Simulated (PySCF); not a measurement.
**CH2BFS (SMILES FC1BS1): a chain of runs**

Aim: a geometry optimisation (X3LYP-D4/4-31G), then a single-point energy (DF-CCSD(T)/6-311+G*), then the vertical excitations (TDA-M06/6-311G) of CH2BFS. The job is set up through a Python script.

The calculation is run with PySCF 2.14.0.

1 further run of the same task is left out (for a faulty analytic Hessian).

## 1. The system as given

CH2BFS has 6 atoms, charge 0, and is taken as a singlet. As SMILES, `FC1BS1`. Geometry: a rough force-field guess. The run starts from this shape.

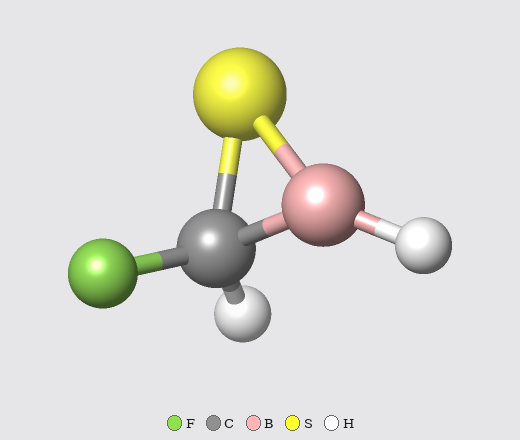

Viewed from a chosen angle; fluorine green, carbon grey, boron pink, sulfur yellow, hydrogen white.

## 2. A geometry optimisation at X3LYP-D4/4-31G (density fitting with aug-cc-pvtz-jkfit) (run 1)

File calc.py:

```python
from pyscf import gto, dft
from pyscf.geomopt.geometric_solver import kernel as optimise

molecule = gto.M(
    atom='''
F        0.428600      -0.704500      -1.547300
C       -0.138500       0.131700      -0.553600
B        0.336100      -0.283500       0.855000
S       -1.417400      -0.582300       0.225600
H       -0.210800       1.217100      -0.763100
H        1.044000       0.157500       1.737300
''',
    max_memory=1860,
    basis='4-31g',
    verbose=3,
    charge=0,
)

myscf = dft.RKS(molecule, xc='x3lyp')
myscf = myscf.density_fit(auxbasis='aug-cc-pvtz-jkfit')
myscf.disp = 'd4'
converged, mol_eq = optimise(myscf, maxsteps=100, convergence_set='GAU_TIGHT')
print('converged:', converged)
print(mol_eq.tostring())

myscf.reset(mol_eq)
molecule = mol_eq
myscf.kernel()
etot = myscf.e_tot
print('Final energy', etot)
```

On the command line:

```bash
OMP_NUM_THREADS=1 python calc.py
```

The program printed:

```text
convergence_set           GAU_TIGHT
maxiter                   100
----------------------------------------------------------
Custom engine selected.
Bonds will be generated from interatomic distances less than 1.20 times sum of covalent radii
18 internal coordinates being used (instead of 18 Cartesians)
Internal coordinate system (atoms numbered from 1):
Distance 1-2
Distance 2-3
Distance 2-4
Distance 2-5
Distance 3-4
Distance 3-6
Angle 1-2-3
Angle 1-2-4
Angle 1-2-5
Angle 3-2-4
Angle 3-2-5
Angle 4-2-5
Angle 2-3-6
Angle 4-3-6
Angle 2-4-3
Out-of-Plane 3-2-4-6
Dihedral 1-2-3-4
Dihedral 1-2-3-6
Dihedral 4-2-3-6
Dihedral 5-2-3-4
Dihedral 5-2-3-6
Dihedral 1-2-4-3
Dihedral 5-2-4-3
Dihedral 6-3-4-2
Translation-X 1-6
Translation-Y 1-6
Translation-Z 1-6
Rotation-A 1-6
Rotation-B 1-6
Rotation-C 1-6
> ===== Optimization Info: ====
> Job type: Energy minimization
> Maximum number of optimization cycles: 100
> Initial / maximum trust radius (Angstrom): 0.100 / 0.300
> Convergence Criteria:
> Will converge when all 5 criteria are reached:
>  |Delta-E| < 1.00e-06
>  RMS-Grad  < 1.00e-05
>  Max-Grad  < 1.50e-05
>  RMS-Disp  < 4.00e-05
>  Max-Disp  < 6.00e-05
> === End Optimization Info ===

Geometry optimization cycle 1
Cartesian coordinates (Angstrom)
 Atom        New coordinates             dX        dY        dZ
   F   0.428600  -0.704500  -1.547300    0.000000  0.000000  0.000000
   C  -0.138500   0.131700  -0.553600    0.000000  0.000000  0.000000
   B   0.336100  -0.283500   0.855000    0.000000  0.000000  0.000000
   S  -1.417400  -0.582300   0.225600    0.000000  0.000000  0.000000
   H  -0.210800   1.217100  -0.763100    0.000000  0.000000  0.000000
   H   1.044000   0.157500   1.737300    0.000000  0.000000  0.000000

WARN: Mole.unit (angstrom) is changed to Bohr

converged SCF energy = -561.355764094859
--------------- DFRKS_Scanner gradients ---------------
         x                y                z
0 F    -0.0069694611    -0.0048261673     0.0220806288
1 C    -0.0937634859    -0.0590994729     0.0252130907
2 B     0.0224121597    -0.0301675027     0.0012410923
3 S     0.0734847770     0.0538529711    -0.0745295330
4 H    -0.0044582502     0.0177214252     0.0167313316
5 H     0.0093555157     0.0226580448     0.0092144506
----------------------------------------------
cycle 1: E = -561.355764095  dE = -561.356  norm(grad) = 0.173343
Step    0 : Gradient = 7.077e-02/1.177e-01 (rms/max) Energy = -561.3557640949
Hessian Eigenvalues: 3.62441e-02 5.00000e-02 5.00000e-02 ... 3.28345e-01 3.82652e-01 4.28947e-01

Geometry optimization cycle 2
Cartesian coordinates (Angstrom)
 Atom        New coordinates             dX        dY        dZ
   F   0.455556  -0.649152  -1.605506    0.026956  0.055348 -0.058206
   C  -0.101417   0.162551  -0.560384    0.037083  0.030851 -0.006784
   B   0.308434  -0.232501   0.862757   -0.027666  0.050999  0.007757
   S  -1.427960  -0.624359   0.384246   -0.010560 -0.042059  0.158646
   H  -0.188476   1.194307  -0.885079    0.022324 -0.022793 -0.121979
   H   0.992581   0.077694   1.760487   -0.051419 -0.079806  0.023187
converged SCF energy = -561.390967690756
--------------- DFRKS_Scanner gradients ---------------
         x                y                z
0 F     0.0048273205    -0.0056984269    -0.0010109419
1 C    -0.0463170585    -0.0084716045     0.0178573822
2 B     0.0190109604    -0.0178552812     0.0062138540
3 S     0.0192954292     0.0168607710    -0.0249216451
4 H     0.0058213358     0.0035865571     0.0042404067
5 H    -0.0026984067     0.0116945982    -0.0023811595
----------------------------------------------
cycle 2: E = -561.390967691  dE = -0.0352036  norm(grad) = 0.0693087
Step    1 : Displace = 1.044e-01/1.632e-01 (rms/max) Trust = 1.000e-01 (=) Grad = 2.830e-02/5.036e-02 (rms/max) E (change) = -561.3909676908 (-3.520e-02) Quality = 1.213
Hessian Eigenvalues: 3.38745e-02 4.99977e-02 5.00000e-02 ... 3.17732e-01 3.29430e-01 4.38958e-01

Geometry optimization cycle 3
Cartesian coordinates (Angstrom)
 Atom        New coordinates             dX        dY        dZ
   F   0.441451  -0.634881  -1.632964   -0.014105  0.014271 -0.027458
   C  -0.048446   0.193925  -0.580652    0.052971  0.031374 -0.020268
   B   0.323872  -0.162585   0.853691    0.015438  0.069916 -0.009066
   S  -1.382443  -0.627862   0.474794    0.045516 -0.003503  0.090548
   H  -0.231102   1.173830  -0.995293   -0.042626 -0.020477 -0.110214
   H   0.941164  -0.024915   1.837123   -0.051417 -0.102608  0.076636
converged SCF energy = -561.399786164319
--------------- DFRKS_Scanner gradients ---------------
         x                y                z
0 F     0.0008884533    -0.0026751750    -0.0048752590
1 C    -0.0233032386     0.0020660426     0.0186208354
2 B     0.0101213971    -0.0084367878    -0.0057095889
3 S     0.0143845545     0.0071151061    -0.0079432017
4 H     0.0051668386    -0.0021559081    -0.0027343255
5 H    -0.0072100146     0.0041868332     0.0026454083
----------------------------------------------
cycle 3: E = -561.399786164  dE = -0.00881847  norm(grad) = 0.0395973
Step    2 : Displace = 9.503e-02/1.414e-01 (rms/max) Trust = 1.414e-01 (+) Grad = 1.617e-02/2.990e-02 (rms/max) E (change) = -561.3997861643 (-8.818e-03) Quality = 1.233
Hessian Eigenvalues: 2.67681e-02 4.99937e-02 5.00000e-02 ... 2.78286e-01 3.29862e-01 4.39501e-01

[... 9 lines left out ...]
converged SCF energy = -561.40189874492
[... 22 lines left out ...]
converged SCF energy = -561.404363368659
[... 22 lines left out ...]
converged SCF energy = -561.404925526919
[... 22 lines left out ...]
converged SCF energy = -561.405114770326
[... 22 lines left out ...]
converged SCF energy = -561.405207840454
[... 22 lines left out ...]
converged SCF energy = -561.405252799354
[... 22 lines left out ...]
converged SCF energy = -561.405280596028
[... 22 lines left out ...]
converged SCF energy = -561.405284784734
[... 22 lines left out ...]
converged SCF energy = -561.40528611936
[... 22 lines left out ...]
converged SCF energy = -561.405285762168
[... 23 lines left out ...]
converged SCF energy = -561.405285964494
[... 22 lines left out ...]
converged SCF energy = -561.405287319931
[... 22 lines left out ...]
converged SCF energy = -561.405288585855
[... 22 lines left out ...]
converged SCF energy = -561.405289417026
[... 22 lines left out ...]
converged SCF energy = -561.405289737159
[... 22 lines left out ...]
converged SCF energy = -561.405290141697
[... 22 lines left out ...]
converged SCF energy = -561.4052905574
[... 22 lines left out ...]
converged SCF energy = -561.405286528707
[... 23 lines left out ...]
converged SCF energy = -561.405289628016
[... 22 lines left out ...]
converged SCF energy = -561.405289159409
[... 22 lines left out ...]
converged SCF energy = -561.405289551279
[... 22 lines left out ...]
converged SCF energy = -561.40529002538
[... 22 lines left out ...]
converged SCF energy = -561.405290534016
[... 22 lines left out ...]
converged SCF energy = -561.405290873608
[... 22 lines left out ...]
converged SCF energy = -561.405285994697
[... 23 lines left out ...]
converged SCF energy = -561.405290027643
[... 11 lines left out ...]
Not rejecting step - energy change meets convergence criteria
[... 11 lines left out ...]
converged SCF energy = -561.405288515652
[... 23 lines left out ...]
converged SCF energy = -561.405289655964
--------------- DFRKS_Scanner gradients ---------------
         x                y                z
0 F    -0.0000734349    -0.0000781094    -0.0000453999
1 C    -0.0000169037    -0.0000428071    -0.0000451099
2 B     0.0000065012    -0.0000338947    -0.0000426731
3 S     0.0000306094     0.0000487681     0.0000406014
4 H    -0.0000305466    -0.0000270068    -0.0000073985
5 H    -0.0000211527    -0.0000233870    -0.0000129489
----------------------------------------------
cycle 31: E = -561.405289656  dE = -1.14031e-06  norm(grad) = 0.000169006
Step   30 : Displace = 7.108e-05/1.094e-04 (rms/max) Trust = 6.893e-05 (x) Grad = 1.349e-05/1.876e-05 (rms/max) E (change) = -561.4052896560 (+3.717e-07) Quality = -1.402
Not rejecting step - energy change meets convergence criteria
Hessian Eigenvalues: 2.95142e-04 5.87558e-03 1.27696e-02 ... 3.34410e-01 3.97631e-01 4.05228e-01

Geometry optimization cycle 32
Cartesian coordinates (Angstrom)
 Atom        New coordinates             dX        dY        dZ
   F   0.410920  -0.833198  -1.477911   -0.001178 -0.000967  0.000222
   C  -0.066716   0.097952  -0.556241   -0.000408 -0.000428  0.000086
   B   0.210109  -0.098874   0.932280    0.000248  0.000172  0.000045
   S  -1.514201  -0.562886   0.684983   -0.000043  0.000643  0.001103
   H  -0.371968   1.008998  -1.053195   -0.000260 -0.000509 -0.000173
   H   1.017101  -0.083642   1.781788    0.000677  0.000273 -0.000369
converged SCF energy = -561.405289525055
--------------- DFRKS_Scanner gradients ---------------
         x                y                z
0 F    -0.0000737637    -0.0000778139    -0.0000529614
1 C    -0.0000202957    -0.0000523618    -0.0000374029
2 B     0.0000096495    -0.0000279955    -0.0000358069
3 S     0.0000253521     0.0000460828     0.0000436310
4 H    -0.0000266471    -0.0000205904    -0.0000129281
5 H    -0.0000225069    -0.0000239310    -0.0000161710
----------------------------------------------
cycle 32: E = -561.405289525  dE = 1.30909e-07  norm(grad) = 0.000168299
Step   31 : Displace = 3.542e-05/4.977e-05 (rms/max) Trust = 3.446e-05 (-) Grad = 1.187e-05/1.700e-05 (rms/max) E (change) = -561.4052895251 (+1.309e-07) Quality = -1.587
Not rejecting step - energy change meets convergence criteria
Hessian Eigenvalues: 3.45678e-04 3.99858e-03 5.92707e-03 ... 3.43244e-01 4.02555e-01 4.17621e-01

Geometry optimization cycle 33
Cartesian coordinates (Angstrom)
 Atom        New coordinates             dX        dY        dZ
   F   0.410671  -0.833351  -1.477890   -0.000249 -0.000154  0.000021
   C  -0.066775   0.097918  -0.556245   -0.000059 -0.000034 -0.000004
   B   0.210198  -0.098829   0.932255    0.000088  0.000044 -0.000025
   S  -1.514178  -0.562731   0.685204    0.000024  0.000155  0.000221
   H  -0.371990   1.008940  -1.053259   -0.000022 -0.000059 -0.000064
   H   1.017298  -0.083611   1.781660    0.000197  0.000030 -0.000128
converged SCF energy = -561.405289491227
--------------- DFRKS_Scanner gradients ---------------
         x                y                z
0 F    -0.0000758569    -0.0000760761    -0.0000515423
1 C    -0.0000213088    -0.0000486835    -0.0000374645
2 B     0.0000078872    -0.0000280836    -0.0000369920
3 S     0.0000251480     0.0000439181     0.0000451326
4 H    -0.0000233594    -0.0000234957    -0.0000146591
5 H    -0.0000215144    -0.0000242019    -0.0000158360
----------------------------------------------
cycle 33: E = -561.405289491  dE = 3.38277e-08  norm(grad) = 0.0001669
Step   32 : Displace = 1.700e-05/2.566e-05 (rms/max) Trust = 1.723e-05 (-) Grad = 1.021e-05/1.590e-05 (rms/max) E (change) = -561.4052894912 (+3.383e-08) Quality = -1.740
Not rejecting step - energy change meets convergence criteria
Hessian Eigenvalues: 3.84144e-04 2.43526e-03 5.92015e-03 ... 3.44645e-01 3.97563e-01 4.09993e-01

Geometry optimization cycle 34
Cartesian coordinates (Angstrom)
 Atom        New coordinates             dX        dY        dZ
   F   0.410538  -0.833434  -1.477880   -0.000133 -0.000083  0.000011
   C  -0.066804   0.097902  -0.556250   -0.000029 -0.000016 -0.000004
   B   0.210250  -0.098806   0.932238    0.000052  0.000024 -0.000017
   S  -1.514162  -0.562643   0.685320    0.000016  0.000088  0.000115
   H  -0.372004   1.008912  -1.053291   -0.000014 -0.000028 -0.000032
   H   1.017403  -0.083598   1.781590    0.000105  0.000013 -0.000070
converged SCF energy = -561.4052894714
--------------- DFRKS_Scanner gradients ---------------
         x                y                z
0 F    -0.0000775297    -0.0000752864    -0.0000499780
1 C    -0.0000169674    -0.0000458963    -0.0000347968
2 B     0.0000126023    -0.0000272473    -0.0000387013
3 S     0.0000206881     0.0000415429     0.0000466725
4 H    -0.0000230090    -0.0000252604    -0.0000154812
5 H    -0.0000252195    -0.0000244846    -0.0000189207
----------------------------------------------
cycle 34: E = -561.405289471  dE = 1.98268e-08  norm(grad) = 0.000165873
Step   33 : Displace = 7.609e-06/9.501e-06 (rms/max) Trust = 8.502e-06 (-) Grad = 1.009e-05/1.469e-05 (rms/max) E (change) = -561.4052894714 (+1.983e-08) Quality = -1.931
Not rejecting step - energy change meets convergence criteria
Hessian Eigenvalues: 3.55344e-04 1.79231e-03 5.92119e-03 ... 3.66471e-01 4.04796e-01 6.19853e-01

Geometry optimization cycle 35
Cartesian coordinates (Angstrom)
 Atom        New coordinates             dX        dY        dZ
   F   0.410435  -0.833499  -1.477872   -0.000103 -0.000066  0.000007
   C  -0.066830   0.097888  -0.556255   -0.000025 -0.000014 -0.000005
   B   0.210289  -0.098789   0.932227    0.000039  0.000017 -0.000011
   S  -1.514148  -0.562572   0.685406    0.000013  0.000071  0.000086
   H  -0.372017   1.008891  -1.053316   -0.000013 -0.000021 -0.000025
   H   1.017491  -0.083587   1.781538    0.000087  0.000011 -0.000052
converged SCF energy = -561.405289457899
--------------- DFRKS_Scanner gradients ---------------
         x                y                z
0 F    -0.0000774933    -0.0000756443    -0.0000497051
1 C    -0.0000207854    -0.0000457346    -0.0000373820
2 B     0.0000072866    -0.0000286972    -0.0000383431
3 S     0.0000249494     0.0000425402     0.0000459948
4 H    -0.0000222062    -0.0000246968    -0.0000158090
5 H    -0.0000215110    -0.0000244102    -0.0000158389
----------------------------------------------
cycle 35: E = -561.405289458  dE = 1.35012e-08  norm(grad) = 0.000166361
Step   34 : Displace = 5.001e-06/6.859e-06 (rms/max) Trust = 4.000e-06 (-) Grad = 9.407e-06/1.465e-05 (rms/max) E (change) = -561.4052894579 (+1.350e-08) Quality = -1.695
Hessian Eigenvalues: 3.55344e-04 1.79231e-03 5.92119e-03 ... 3.66471e-01 4.04796e-01 6.19853e-01
Converged! =D

converged: True
F           0.41043542       -0.83349946       -1.47787244
C          -0.06682974        0.09788791       -0.55625471
B           0.21028869       -0.09878850        0.93222745
S          -1.51414841       -0.56257238        0.68540601
H          -0.37201727        1.00889108       -1.05331593
H           1.01749052       -0.08358711        1.78153835
converged SCF energy = -561.405289457901
Final energy -561.4052894579008
```

Wall time 1.7 min (1 thread of Arm Neoverse V1, shared host); peak memory 0.49 GiB.

The path in brief:

```csv
step,energy from the first frame kept (eV),largest force (eV/Å)
0,0.0000,6.0527
2,-1.1979,1.5376
4,-1.3225,0.4176
6,-1.3429,0.1795
8,-1.3467,0.1038
10,-1.3475,0.0293
12,-1.3476,0.0350
14,-1.3476,0.0315
16,-1.3477,0.0060
18,-1.3477,0.0072
20,-1.3476,0.0330
22,-1.3476,0.0213
24,-1.3477,0.0166
26,-1.3477,0.0063
28,-1.3477,0.0059
30,-1.3477,0.0060
32,-1.3477,0.0061
34,-1.3477,0.0061
```

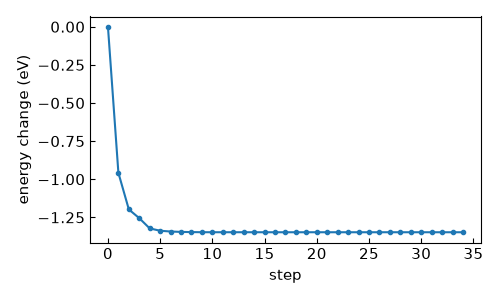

Energy along the run.

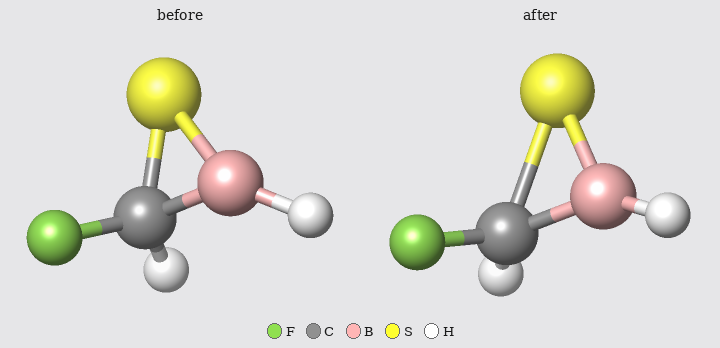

Before and after, at one scale.

After the run. Bond lengths: F1–C2 1.395 Å, C2–B3 1.527 Å, B3–S4 1.803 Å, C2–H5 1.082 Å, B3–H6 1.172 Å. Angles: F1–C2–B3 119.7°, C2–B3–S4 74.1°, F1–C2–H5 110.8°, B3–C2–H5 127.4°, C2–B3–H6 146.1°, S4–B3–H6 139.6°. A long bond or contact: C2–S4 2.018 Å.

(Part 1 of 2 ends here.)
